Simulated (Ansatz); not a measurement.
## Single-point calculation of CH6BGeNO

System: CH6BGeNO, SMILES OBC=[N][GeH3].
Method: RKS B3LYP-D4/def2-TZVPP (Ansatz 0.2.0).

The geometry comes from this level: PBE0-D4/def2-TZVP. Figures and captions count atoms from 1; the log counts them from 0 in places.

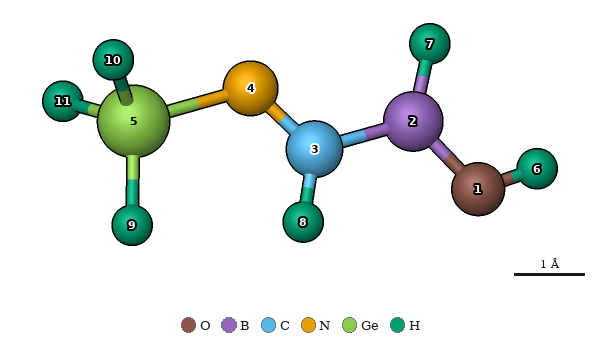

*The structure (ball-and-stick view, seen at a tilt; atoms are numbered from 1 in the order of the input). Sticks mark near contacts.*

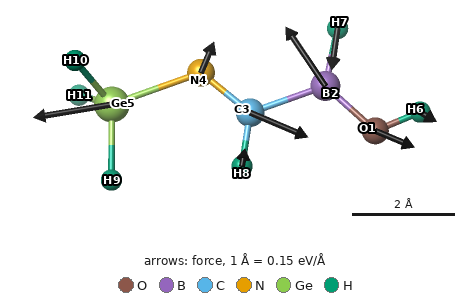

*Forces on the atoms as black arrows (ball-and-stick view, seen at a tilt; atoms are numbered from 1 in the order of the input); the smallest are left out.*

The largest act on Ge5 (0.24 eV/Å); B2 (0.22 eV/Å); C3 (0.19 eV/Å); H7 (0.13 eV/Å), among others. The geometry is not a stationary point of this energy.

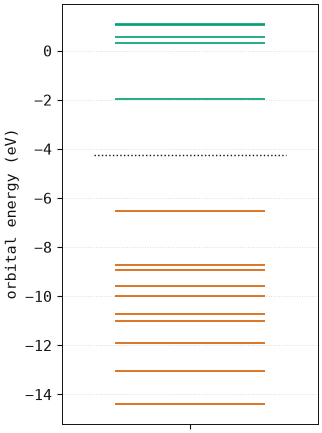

*Orbital energies near the frontier; the dotted line parts filled from empty levels, and levels within 0.02 eV of each other stand side by side.*

Highest filled −6.55 eV, lowest empty −1.96 eV, 4.59 eV apart.

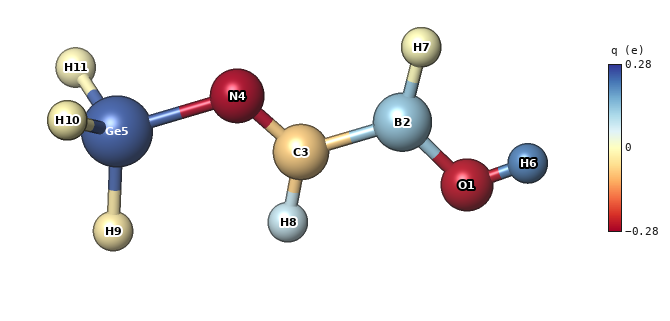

*Mulliken charges, as the colour of each atom (ball-and-stick view, seen at a tilt; atoms are numbered from 1 in the order of the input).*

By element: O −0.26, B +0.13, C −0.07, N −0.27, Ge +0.24 and H −0.04 to +0.21 e.

The input that produced these results follows, with the program's output.

## The input
```yaml
crystal:
  periodic: [false, false, false]
  atoms:
    - {symbol: O, position_ang: [-1.392996, 2.539500, -0.289571]}
    - {symbol: B, position_ang: [-0.533245, 1.782852, 0.427036]}
    - {symbol: C, position_ang: [-0.237232, 0.334523, -0.115553]}
    - {symbol: N, position_ang: [0.564898, -0.424003, 0.515601]}
    - {symbol: Ge, position_ang: [0.914937, -2.139618, -0.129865]}
    - {symbol: H, position_ang: [-1.539393, 3.412537, 0.082490]}
    - {symbol: H, position_ang: [-0.017991, 2.191224, 1.429146]}
    - {symbol: H, position_ang: [-0.744005, 0.011785, -1.046822]}
    - {symbol: H, position_ang: [0.116116, -2.395649, -1.428368]}
    - {symbol: H, position_ang: [2.425180, -2.234690, -0.389611]}
    - {symbol: H, position_ang: [0.509131, -3.135460, 0.966016]}
basis:
  gaussian: {orbitals: def2-TZVPP}
hamiltonian: {xc: {name: B3LYP}, dispersion: d4}
output: {forces: true, orbitals: {seedname: orbitals}}
```

Run as:
```bash
ansatz run in.yaml --threads 4 --pin off --events-out ev --progress --plain --max-ram 10444MiB
```

## The program's output
```
Functional definition: B3LYP
  name "B3LYP"
  cite "Stephens, Devlin, Chabalowski & Frisch, J. Phys. Chem. 98, 11623 (1994) doi:10.1021/j100096a001"
  cite "Becke, Phys. Rev. A 38, 3098 (1988) doi:10.1103/PhysRevA.38.3098"
  cite "Lee, Yang & Parr, Phys. Rev. B 37, 785 (1988) doi:10.1103/PhysRevB.37.785"
  cite "Vosko, Wilk & Nusair, Can. J. Phys. 58, 1200 (1980) doi:10.1139/p80-159"
  parameter a0 = 0.2
  parameter ax = 0.72
  parameter ac = 0.81
  exchange = (1 - a0 - ax)*slater_x + ax*b88_x + a0*exact_x
  correlation = (1 - ac)*vwn_rpa_c + ac*lyp_c
1398 factors; their error is unknown
mean field evaluation 1: about -61860.8765 eV, gradient 7.2e1 eV
mean field evaluation 2: about -61841.5277 eV, gradient 1.2e2 eV
mean field evaluation 4: about -61869.9381 eV, gradient 1.3e1 eV
mean field evaluation 8: about -61870.2834 eV, gradient 1.7e-1 eV
mean field evaluation 16: about -61870.4998 eV, gradient 2.7e-4 eV
mean field -61870.49983846 eV, -2273.6989317323 hartree, gradient 1.9e-5 eV, S^2 0.000000; 0 other end points of the search recorded, 0 dependent functions left out
the calculation of the forces begins
reference -61870.50013738 eV, -2273.6989427176 hartree; 32, 32 occupied and 224, 224 virtual orbitals, 1398 factors
Total energy: -61870.83099452 eV, -2273.7111014930 hartree
Atom 0 at    -1.392996     2.539500    -0.289571 Å, force    -0.072201     0.099772    -0.036659 eV/Å
Atom 1 at    -0.533245     1.782852     0.427036 Å, force     0.140361    -0.079751     0.147214 eV/Å
Atom 2 at    -0.237232     0.334523    -0.115553 Å, force    -0.107355     0.146109    -0.053582 eV/Å
Atom 3 at     0.564898    -0.424003     0.515601 Å, force     0.035441     0.051391     0.081982 eV/Å
Atom 4 at     0.914937    -2.139618    -0.129865 Å, force     0.069259    -0.221445    -0.045976 eV/Å
Atom 5 at    -1.539393     3.412537     0.082490 Å, force    -0.035801     0.040961    -0.023192 eV/Å
Atom 6 at    -0.017991     2.191224     1.429146 Å, force    -0.059916    -0.037111    -0.110074 eV/Å
Atom 7 at    -0.744005     0.011785    -1.046822 Å, force     0.025995     0.017401     0.047461 eV/Å
Atom 8 at     0.116116    -2.395649    -1.428368 Å, force    -0.003065    -0.005417    -0.009332 eV/Å
Atom 9 at     2.425180    -2.234690    -0.389611 Å, force     0.007033    -0.004085    -0.001718 eV/Å
Atom 10 at     0.509131    -3.135460     0.966016 Å, force     0.000248    -0.007825     0.003875 eV/Å
Dipole moment:    -0.176054     0.248636    -0.084457 e Å
```

## Results in brief

| quantity | value |
| --- | --- |
| outcome | converged |
| total energy | −61870.8310 eV |
| mean-field energy | −61870.5001 eV |
| dispersion energy | −0.3309 eV |
| SCF solution under orbital rotations | stable |
| HOMO | −6.55 eV |
| LUMO | −1.96 eV |
| largest force (length of the vector) | 0.237 eV/Å |
| dipole moment | 1.52 D |
| hardware | 4 threads of Arm Neoverse V1, 23 GiB of memory available, shared host |
| wall time | 6 s (CPU time 23 s) |
| peak memory | 0.72 GiB |
